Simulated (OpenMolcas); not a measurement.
# CH6BN (SMILES CBN): a chain of runs

Wanted: the energy (HF/ANO-RCC-MB), then a single-point energy (CASSCF(2,2)/ANO-RCC-VDZP), then an energy scan (CASPT2(2,2)/ANO-RCC-VDZP), then an energy scan (SC-NEVPT2(2,2)/ANO-RCC-VDZP), then an energy scan (MC-PDFT[tPBE](2,2)/ANO-RCC-VDZP) of CH6BN. 

The calculation is run with OpenMolcas 26.06.

### Step 1. The system as given

CH6BN has 9 atoms, charge 0, and is taken as a singlet. SMILES: `CBN`. The shape is that of a PBE0-D4/def2-TZVP optimisation.

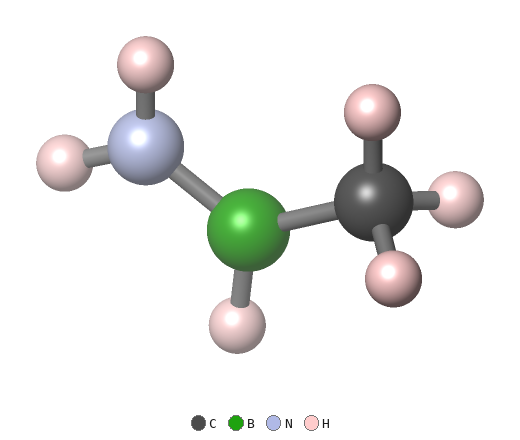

The structure, seen from a chosen angle (carbon dark grey, boron green, nitrogen light blue, hydrogen pink).

### Step 2. The energy at HF/ANO-RCC-MB (DKH2) (run 1)

Contents of struct.xyz:

```xyz
9

C     -0.665300     0.757700    -0.590300
B      0.459400    -0.282900    -0.256200
N      0.592800    -0.842800     1.010700
H     -1.291900     0.390800    -1.410600
H     -0.224600     1.692200    -0.954300
H     -1.319900     0.998900     0.252300
H      1.248800    -0.632800    -1.092800
H      1.306200    -1.511000     1.244900
H     -0.016800    -0.616400     1.779200
```

Contents of step1.inp:

```
* CH6BN Hartree-Fock
>>> EXPORT MOLCAS_PRINT=2
&GATEWAY
Coord=struct.xyz
Basis=ANO-RCC-MB
Group=NoSym
&SEWARD
&SCF
PrOrbitals=0
&LOCALISATION
Occupied
Freeze
Pipek-Mezey
&LOCALISATION
FileOrb=$Project.LocOrb
Virtual
Pipek-Mezey
```

Started as:

```bash
export MOLCAS_MEM=1860
pymolcas step1.inp > step1.log
```

Log:

```text
--- Start Module: gateway ---
[...]
--- Stop Module: gateway /rc=_RC_ALL_IS_WELL_ ---
[...]
      Basis functions           21
[...]
       Convergence after   9 Iterations
[...]
::    Total SCF energy                               -120.4486892944
[...]
      Total spin, S                                     0.0000000000
[...]
      Total electronic charge=   24.000000
      Total            charge=   -0.000000
[...]
      Dipole Moment (debye):
      Origin of the operator (angstrom)=    0.1179   -0.1277    0.0944
                   X= -5.5199E-02               Y= -5.4448E-01               Z=  1.6542E+00           Total=  1.7424E+00
      Quadrupole Moment (debye*angstrom):
[...]
--- Start Module: localisation ---
[...]
--- Stop Module: localisation /rc=_RC_ALL_IS_WELL_ ---
--- Start Module: localisation ---
[...]
--- Stop Module: localisation /rc=_RC_ALL_IS_WELL_ ---
[...]
```

Run time: 4.2 s. Hardware: 1 thread of AMD EPYC 7R43 (Zen 3), shared host; peak memory 0.37 GiB.

### Step 3. The energy at CASSCF(2,2)/ANO-RCC-VDZP (DKH2, RICD fitting) (run 2)

struct.xyz is that of step 2.

Contents of step2.inp:

```
>>> EXPORT MOLCAS_PRINT=2

&GATEWAY
  Coord=struct.xyz
  Basis=ANO-RCC-MB
  Group=NoSym

&SEWARD

&RASSCF
  FileOrb=$CurrDir/step1.LocOrb
  Alter=2
  1 7 12
  1 13 14
  Spin=1
  Nactel=2 0 0
  Inactive=11
  Ras2=2
  OrbListing=Nothing
>>> COPY $Project.RunFile RUNFIL1
>>> COPY $Project.RasOrb INPORB

&GATEWAY
  Coord=struct.xyz
  Basis=ANO-RCC-VDZP
  Group=NoSym
  RICD

&SEWARD
>>> COPY $Project.RunFile RUNFIL2

&EXPBAS

&RASSCF
  FileOrb=$Project.ExpOrb
  Spin=1
  Nactel=2 0 0
  Inactive=11
  Ras2=2
  OrbListing=Nothing
  OrbAppear=Compact
```

Started as:

```bash
export MOLCAS_MEM=1860
pymolcas step2.inp > step2.log
```

Log:

```text
--- Start Module: gateway ---
[...]
      Basis functions           21
[...]
      Number of active orbitals                  2
[...]
      Spin quantum number                      0.0
[...]
      Active orbitals                            2
[...]
      Number of CSFs                             3
[...]
      Number of root(s) required                 1
[...]
      Convergence after  8 iterations
[...]
      printout of CI-coefficients larger than  0.05 for root  1
      energy=    -120.464569
      conf/sym  11     Coeff  Weight
             1  20   0.99550 0.99102
             3  02  -0.09479 0.00898
      Natural orbitals and occupation numbers for root  1
      sym 1:   1.982031   0.017969
      ************************************************************************************************************************
      *                                                    Final results                                                     *
[...]
::    RASSCF root number  1 Total energy:   -120.46456858
[...]
      Basis functions           72
[...]
      Convergence after 11 iterations
[...]
      Natural orbitals and occupation numbers for root  1
      sym 1:   1.983260   0.016740
      ************************************************************************************************************************
      *                                                    Final results                                                     *
[...]
::    RASSCF root number  1 Total energy:   -120.65516762
[...]
      Total electronic charge=   24.000000
      Total            charge=   -0.000000
[...]
      Dipole Moment (debye):
      Origin of the operator (angstrom)=    0.1179   -0.1277    0.0944
                   X= -8.9890E-02               Y= -3.9580E-01               Z=  1.3182E+00           Total=  1.3793E+00
      Quadrupole Moment (debye*angstrom):
[...]
```

Wall time 10 s (1 thread of AMD EPYC 7R43 (Zen 3), shared host); peak memory 0.38 GiB.

### Step 4. An energy scan at CASPT2(2,2)/ANO-RCC-VDZP (DKH2, RICD fitting, ipea shift 0.25 Eh, pt2 variant SS) (run 3)

Contents of step3.inp:

```
* CH6BN CASPT2
>>> COPY $CurrDir/step2.RasOrb $Project.RasOrb
>>> ForEach K in (1, 2, 3, 4, 5, 6, 7, 8, 9)
&GATEWAY
Coord=$CurrDir/point$K.xyz
Basis=ANO-RCC-VDZP
Group=NoSym
RICD
&SEWARD
&RASSCF
FileOrb=$Project.RasOrb
Spin=1
Nactel=2 0 0
Inactive=11
Ras2=2
OrbListing=Nothing
OrbAppear=Compact
&CASPT2
Imaginary=0.2
Frozen=3
>>> EndDo
```

Started as:

```bash
export MOLCAS_MEM=1860
pymolcas step3.inp > step3.log
```

Log:

```text
[...]
      Basis functions           72
[...]
      Number of active orbitals                  2
[...]
      Spin quantum number                      0.0
[...]
      Active orbitals                            2
[...]
      Number of CSFs                             3
[...]
      Number of root(s) required                 1
[...]
      Convergence after 10 iterations
[...]
      printout of CI-coefficients larger than  0.05 for root  1
      energy=    -120.643514
      conf/sym  11     Coeff  Weight
             1  20   0.99710 0.99421
             3  02  -0.07606 0.00579
      Natural orbitals and occupation numbers for root  1
      sym 1:   1.988429   0.011571
      ************************************************************************************************************************
      *                                                    Final results                                                     *
[...]
::    RASSCF root number  1 Total energy:   -120.64351373
[...]
::    CASPT2 Root  1     Total energy:   -121.04796650
[...]
      Convergence after 11 iterations
[...]
      Natural orbitals and occupation numbers for root  1
      sym 1:   1.983267   0.016733
      ************************************************************************************************************************
      *                                                    Final results                                                     *
[...]
      Convergence after 11 iterations
[...]
      Convergence after 10 iterations
[...]
      Convergence after 10 iterations
[...]
::    RASSCF root number  1 Total energy:   -120.47717676
[...]
::    CASPT2 Root  1     Total energy:   -120.86951068
[...]
      Convergence after  8 iterations
[...]
::    RASSCF root number  1 Total energy:   -120.46769116
[...]
      Reference weight:           0.88067
[...]
::    CASPT2 Root  1     Total energy:   -120.85743096
[...]
```

Wall time 74 s (1 thread of AMD EPYC 7R43 (Zen 3), shared host); peak memory 0.081 GiB.

The scan, from its lowest point:

```tsv
H8–N3 (Å)	energy (kJ/mol)
0.905	30.5
1.005	0.0
1.106	17.1
1.256	83.5
1.457	194.4
1.709	320.3
2.010	426.5
2.412	499.0
3.015	530.8
```

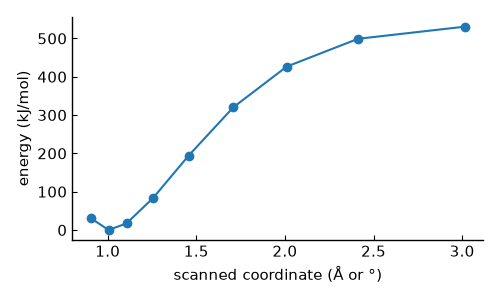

Energy along the scan.

### Step 5. An energy scan at SC-NEVPT2(2,2)/ANO-RCC-VDZP (DKH2, RICD fitting, pt2 variant SC-NEVPT2) (run 4)

Contents of step4.inp:

```
>>> EXPORT MOLCAS_PRINT=2
>>> COPY $CurrDir/step2.RasOrb $Project.RasOrb
>>> ForEach K in (1, 2, 3, 4, 5, 6, 7, 8, 9)

&GATEWAY
 COORD
 $CurrDir/point$K.xyz
 BASIS
 ANO-RCC-VDZP
 GROUP
 NoSym
 RICD

&SEWARD

&RASSCF
 FILEORB
 $Project.RasOrb
 SPIN
 1
 NACTEL
 2 0 0
 INACTIVE
 11
 RAS2
 2
 ORBLISTING
 Nothing
 ORBAPPEAR
 Compact

&CASPT2
 SC-NEVPT2
 FROZEN
 3
>>> EndDo
```

Started as:

```bash
export MOLCAS_MEM=1860
pymolcas step4.inp > step4.log
```

Log:

```text
--- Start Module: gateway ---
[...]
      Basis functions           72
[...]
      Number of active orbitals                  2
[...]
      Spin quantum number                      0.0
[...]
      Active orbitals                            2
[...]
      Number of CSFs                             3
[...]
      Number of root(s) required                 1
[...]
      Convergence after 10 iterations
[...]
      printout of CI-coefficients larger than  0.05 for root  1
      energy=    -120.643514
      conf/sym  11     Coeff  Weight
             1  20   0.99710 0.99421
             3  02  -0.07606 0.00579
      Natural orbitals and occupation numbers for root  1
      sym 1:   1.988429   0.011571
      ************************************************************************************************************************
      *                                                    Final results                                                     *
[...]
::    RASSCF root number  1 Total energy:   -120.64351373
[...]
::    SC-NEVPT2 Root  1     Total energy:   -121.04588666
[...]
      Convergence after 11 iterations
[...]
      Natural orbitals and occupation numbers for root  1
      sym 1:   1.983267   0.016733
      ************************************************************************************************************************
      *                                                    Final results                                                     *
[...]
      Convergence after 11 iterations
[...]
      Convergence after 10 iterations
[...]
      Convergence after 10 iterations
[...]
::    RASSCF root number  1 Total energy:   -120.47717676
[...]
::    SC-NEVPT2 Root  1     Total energy:   -120.86525733
[...]
      Convergence after  8 iterations
[...]
::    RASSCF root number  1 Total energy:   -120.46769116
[...]
::    SC-NEVPT2 Root  1     Total energy:   -120.85332229
[...]
```

Wall time 74 s (1 thread of AMD EPYC 7R43 (Zen 3), shared host); peak memory 0.081 GiB.

The scan, from its lowest point:

```tsv
H8–N3 (Å)	energy (kJ/mol)
0.905	31.9
1.005	0.0
1.106	15.8
1.256	81.1
1.457	192.3
1.709	321.3
2.010	431.5
2.412	506.2
3.015	537.5
```

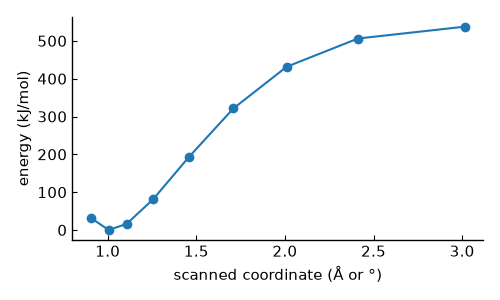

Energy along the scan.

### Step 6. The energy along one coordinate at MC-PDFT[tPBE](2,2)/ANO-RCC-VDZP (DKH2, RICD fitting) (run 5)

Contents of step5.inp:

```
* CH6BN MC-PDFT
>>> COPY $CurrDir/step2.RasOrb $Project.RasOrb
>>> ForEach K in (1, 2, 3, 4, 5, 6, 7, 8, 9)
&GATEWAY
Coord
$CurrDir/point$K.xyz
Basis
ANO-RCC-VDZP
Group
NoSym
RICD
&SEWARD
&RASSCF
FileOrb
$Project.RasOrb
Spin
1
Nactel
2 0 0
Inactive
11
Ras2
2
OrbListing
Nothing
OrbAppear
Compact
&MCPDFT
KSDFT
T:PBE
>>> EndDo
```

Started as:

```bash
export MOLCAS_MEM=1860
pymolcas step5.inp > step5.log
```

Log:

```text
--- Start Module: gateway ---
[...]
      Basis functions           72
[...]
      Number of active orbitals                  2
[...]
      Spin quantum number                      0.0
[...]
      Active orbitals                            2
[...]
      Number of CSFs                             3
[...]
      Number of root(s) required                 1
[...]
      Convergence after 10 iterations
[...]
      printout of CI-coefficients larger than  0.05 for root  1
      energy=    -120.643514
      conf/sym  11     Coeff  Weight
             1  20   0.99710 0.99421
             3  02  -0.07606 0.00579
      Natural orbitals and occupation numbers for root  1
      sym 1:   1.988429   0.011571
      ************************************************************************************************************************
      *                                                    Final results                                                     *
[...]
::    RASSCF root number  1 Total energy:   -120.64351373
[...]
::    MCPDFT root number  1 Total energy:   -121.25200324
[...]
      Convergence after 11 iterations
[...]
      Natural orbitals and occupation numbers for root  1
      sym 1:   1.983267   0.016733
      ************************************************************************************************************************
      *                                                    Final results                                                     *
[...]
      Convergence after 11 iterations
[...]
      Convergence after 10 iterations
[...]
      Convergence after 10 iterations
[...]
::    RASSCF root number  1 Total energy:   -120.47717676
[...]
::    MCPDFT root number  1 Total energy:   -121.06499138
[...]
      Convergence after  8 iterations
[...]
::    RASSCF root number  1 Total energy:   -120.46769116
[...]
::    MCPDFT root number  1 Total energy:   -121.05172030
[...]
```

Wall time 96 s (1 thread of AMD EPYC 7R43 (Zen 3), shared host); peak memory 0.081 GiB.

The scan, from its lowest point:

```tsv
H8–N3 (Å)	energy (kJ/mol)
0.905	31.3
1.005	0.0
1.106	16.1
1.256	81.5
1.457	192.8
1.709	323.4
2.010	439.5
2.412	522.3
3.015	557.1
```

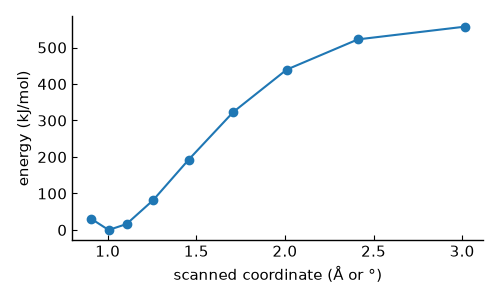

Energy along the scan.

### Step 7. Outcome

| quantity | value |
| --- | --- |
| run 1, HF/ANO-RCC-MB: total energy | -120.44869 Eh |
| run 1, HF/ANO-RCC-MB: dipole moment | 1.74 D |
| run 1, HF/ANO-RCC-MB: HOMO energy | -12.89 eV |
| run 1, HF/ANO-RCC-MB: LUMO energy | 5.10 eV |
| run 1, HF/ANO-RCC-MB: HOMO–LUMO gap | 17.99 eV |
| run 2, CASSCF(2,2)/ANO-RCC-VDZP: total energy | -120.65517 Eh |
| run 2, CASSCF(2,2)/ANO-RCC-VDZP: dipole moment (CASSCF density) | 1.38 D |
| run 3, CASPT2(2,2)/ANO-RCC-VDZP: lowest energy of the scan | -121.05958 Eh |
| run 4, SC-NEVPT2(2,2)/ANO-RCC-VDZP: lowest energy of the scan | -121.05805 Eh |
| run 5, MC-PDFT[tPBE](2,2)/ANO-RCC-VDZP: lowest energy of the scan | -121.26392 Eh |

Mulliken charges (run 1, HF/ANO-RCC-MB) run from -0.66 on N3 to +0.32 on B2. Mulliken charges (run 2, CASSCF(2,2)/ANO-RCC-VDZP) run from -0.13 on H7 to +0.21 on B2; they depend strongly on the basis.
